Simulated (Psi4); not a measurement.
# AsH2 (SMILES [AsH2]): UB3LYP/6-31G(d) (spherical functions)

What is the vertical ionisation energy of AsH2 at UB3LYP/6-31G* (spherical functions)? 

The results are computed with Psi4 1.11.

4 further runs of the same task are left out: 3 that didn't finish, 1 set aside as unsound or not needed.

### Step 1. Starting point

AsH2: 3 atoms, total charge 0, spin state doublet. As SMILES, `[AsH2]`. The shape is that of a PBE0-D4/def2-TZVP optimisation.

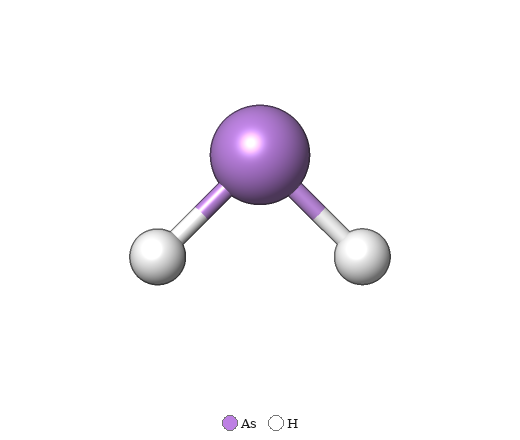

Viewed from a chosen angle; arsenic purple, hydrogen white.

### Step 2. Energy and gradient at UB3LYP/6-31G(d) (spherical functions)

Input file input.json:

```json
{
  "schema_name": "qcschema_input",
  "schema_version": 1,
  "molecule": {
    "schema_name": "qcschema_molecule",
    "schema_version": 2,
    "symbols": ["As", "H", "H"],
    "geometry": [-1.08339888, 0.61875302, -0.51927784, 1.28578855, 1.50371177, 0.86759216, -0.20237077, -2.12246479, -0.34831432],
    "molecular_charge": 0,
    "molecular_multiplicity": 2,
    "fix_symmetry": "c1"
  },
  "driver": "gradient",
  "model": {
    "method": "b3lyp",
    "basis": "6-31G*"
  },
  "keywords": {
    "reference": "uks",
    "puream": true,
    "e_convergence": 1e-09,
    "d_convergence": 1e-08,
    "scf_type": "pk",
    "dft_radial_points": 99,
    "dft_spherical_points": 590,
    "maxiter": 100
  }
}
```

The run is started by

```bash
$ psi4 --qcschema input.json -n 1 --memory 2200MB
```

stdout:

```text
[...]
  Running in c1 symmetry.
[...]
  Nuclear repulsion =   23.125517310737862
[...]
  Multiplicity = 2
[...]
  Nalpha       = 18
  Nbeta        = 17
[...]
    Number of basis functions: 36
[...]
   @UKS iter   1: -2235.70726411864916   -2.21489e+00   6.98351e-02 ADIIS/DIIS
[...]
   @UKS iter  10: -2236.78826756919534   -2.45564e-11   7.80805e-09 DIIS
[...]
   @S^2 Observed:                7.527446563E-01
[...]
    Orbital Energies [Eh]
    ---------------------
    Alpha Occupied:
       1A   -425.840389     2A    -53.863113     3A    -48.155015
       4A    -48.153215     5A    -48.152299     6A     -7.016645
       7A     -5.075892     8A     -5.072574     9A     -5.069288
      10A     -1.644189    11A     -1.643374    12A     -1.640726
      13A     -1.640459    14A     -1.638193    15A     -0.631939
      16A     -0.370358    17A     -0.307085    18A     -0.237208
    Alpha Virtual:
      19A      0.020617    20A      0.067505    21A      0.163658
      22A      0.220333    23A      0.234231    24A      0.234844
      25A      0.471986    26A      0.477019    27A      0.479060
[...]
  @UKS Final Energy: -2236.78826756919534
   => Energetics <=
    Nuclear Repulsion Energy =             23.1255173107378624
    One-Electron Energy =               -3160.5227540100777333
    Two-Electron Energy =                 967.9881302712140041
    DFT Exchange-Correlation Energy =     -67.3791611410699005
    Empirical Dispersion Energy =           0.0000000000000000
    VV10 Nonlocal Energy =                  0.0000000000000000
    Total Energy =                      -2236.7882675691953409
[...]
 Multipole Moments:
 ------------------------------------------------------------------------------------
     Multipole            Electronic (a.u.)      Nuclear  (a.u.)        Total (a.u.)
 ------------------------------------------------------------------------------------
 L = 1.  Multiply by 2.5417464519 to convert [e a0] to [Debye]
 Dipole X            :         -1.7669748            1.9492763            0.1823015
 Dipole Y            :          0.9156302           -1.0100898           -0.0944596
 Dipole Z            :          0.0000000            0.0000000            0.0000000
 Magnitude           :                                                    0.2053203
[...]
  -Total Gradient:
     Atom            X                  Y                   Z
    ------   -----------------  -----------------  -----------------
       1        0.005714766673    -0.002958548326    -0.000000000000
       2       -0.004240691819    -0.001187976400    -0.000000000000
       3       -0.001473802434     0.004146383742    -0.000000000000
[...]
```

The result, in JSON:

```text
{
 "driver": "gradient",
 "model": {
  "method": "b3lyp",
  "basis": "6-31G*"
 },
 "success": true,
 "return_result": [0.005714766673441812, -0.0029585483261707762, -3.6060856972395854e-14, -0.004240691818979278, -0.0011879764003994153, -8.037453943575308e-14, -0.0014738024338458305, 0.004146383741575915, -6.49199919866152e-14],
 "properties": {
  "calcinfo_nbasis": 36,
  "calcinfo_nmo": 36,
  "calcinfo_nalpha": 18,
  "calcinfo_nbeta": 17,
  "calcinfo_natom": 3,
  "nuclear_repulsion_energy": 23.125517310737862,
  "return_energy": -2236.7882675691953,
  "return_gradient": [0.005714766673441812, -0.0029585483261707762, -3.6060856972395854e-14, -0.004240691818979278, -0.0011879764003994153, -8.037453943575308e-14, -0.0014738024338458305, 0.004146383741575915, -6.49199919866152e-14],
  "scf_one_electron_energy": -3160.5227540100777,
  "scf_two_electron_energy": 967.988130271214,
  "scf_xc_energy": -67.3791611410699,
  "scf_dipole_moment": [0.18230146293635796, -0.0944595841422664, 2.0152457717867964e-11],
  "scf_total_energy": -2236.7882675691953,
  "scf_total_gradient": [0.005714766673441812, -0.0029585483261707762, -3.6060856972395854e-14, -0.004240691818979278, -0.0011879764003994153, -8.037453943575308e-14, -0.0014738024338458305, 0.004146383741575915, -6.49199919866152e-14],
  "scf_iterations": 10
 }
}
```

Wall time 18 s (1 thread of Intel Xeon at 2.50GHz (Skylake/Cascade Lake), shared host); peak memory 0.37 GiB.

### Step 3. The singlet cation: a single-point energy at B3LYP/6-31G(d) (spherical functions)

Input file job.py:

```python
import psi4

psi4.set_memory(2200000000)
psi4.set_num_threads(1)
psi4.core.set_output_file('ash2.out', False)

geom = psi4.geometry("""
1 1
As    -0.573310     0.327430    -0.274790
H      0.680410     0.795730     0.459110
H     -0.107090    -1.123160    -0.184320
units angstrom
symmetry c1
""")

psi4.set_options({
    'basis': '6-31G*',
    'puream': True,
    'e_convergence': 1e-09,
    'd_convergence': 1e-08,
    'scf_type': 'pk',
    'dft_radial_points': 99,
    'dft_spherical_points': 590,
})

e, wfn = psi4.energy('B3LYP', molecule=geom, return_wfn=True)
psi4.oeprop(wfn, 'LOWDIN_CHARGES', 'DIPOLE', 'MAYER_INDICES')
print('E =', round(e, 9))
```

The run is started by

```bash
$ python job.py
```

ash2.out:

```text
[...]
  Running in c1 symmetry.
[...]
  Nuclear repulsion =   23.125517239658073
[...]
  Multiplicity = 1
[...]
  Nalpha       = 17
  Nbeta        = 17
[...]
    Number of basis functions: 36
[...]
   @RKS iter   1: -2235.54623472841968   -2.05386e+00   6.79046e-02 ADIIS/DIIS
[...]
   @RKS iter   9: -2236.44049659551865    4.54747e-13   3.22997e-10 DIIS
[...]
    Orbital Energies [Eh]
    ---------------------
    Doubly Occupied:
       1A   -426.195704     2A    -54.216083     3A    -48.510157
       4A    -48.504962     5A    -48.503992     6A     -7.367813
       7A     -5.435461     8A     -5.418728     9A     -5.415345
      10A     -2.001463    11A     -1.997266    12A     -1.994542
      13A     -1.982959    14A     -1.980988    15A     -0.931227
      16A     -0.656563    17A     -0.594322
[...]
  @RKS Final Energy: -2236.44049659551865
   => Energetics <=
    Nuclear Repulsion Energy =             23.1255172396580733
    One-Electron Energy =               -3148.5635094211675096
    Two-Electron Energy =                 956.1449701985862930
    DFT Exchange-Correlation Energy =     -67.1474746125953175
    Empirical Dispersion Energy =           0.0000000000000000
    VV10 Nonlocal Energy =                  0.0000000000000000
    Total Energy =                      -2236.4404965955186526
[...]
 Multipole Moments:
 ------------------------------------------------------------------------------------
     Multipole            Electronic (a.u.)      Nuclear  (a.u.)        Total (a.u.)
 ------------------------------------------------------------------------------------
 L = 1.  Multiply by 2.5417464519 to convert [e a0] to [Debye]
 Dipole X            :         -1.5508543            1.9492763            0.3984220
 Dipole Y            :          0.8036357           -1.0100898           -0.2064541
 Dipole Z            :         -0.0000000           -0.0000000           -0.0000000
 Magnitude           :                                                    0.4487353
[...]
```

The script printed:

```text
E = -2236.440496596
```

Wall time 9.1 s (1 thread of Intel Xeon at 2.50GHz (Skylake/Cascade Lake), shared host); peak memory 0.36 GiB.

### Step 4. What came out

Level: UB3LYP/6-31G* (spherical functions).

```
                                          quantity           value
                        doublet AsH2: total energy  -2236.78827 Eh
                       doublet AsH2: dipole moment          0.52 D
  doublet AsH2: HOMO energy (highest over α and β)        -6.45 eV
   doublet AsH2: LUMO energy (lowest over α and β)        -3.41 eV
                                doublet AsH2: ⟨S²⟩           0.753
            doublet AsH2: largest force on an atom      0.331 eV/Å
                      singlet cation: total energy  -2236.44050 Eh
                       singlet cation: HOMO energy       -16.17 eV
                       singlet cation: LUMO energy       -12.45 eV
                     singlet cation: HOMO–LUMO gap         3.72 eV
vertical ionisation energy (to the singlet cation)        9.463 eV
```

What this shows: Removing an electron at fixed nuclei costs 9.46 eV (913 kJ/mol). The largest force (doublet AsH2) is 0.33 eV/Å: the shape isn't a stationary point for this species at this level. Only the singlet of the ionised species was computed; a triplet could lie lower.
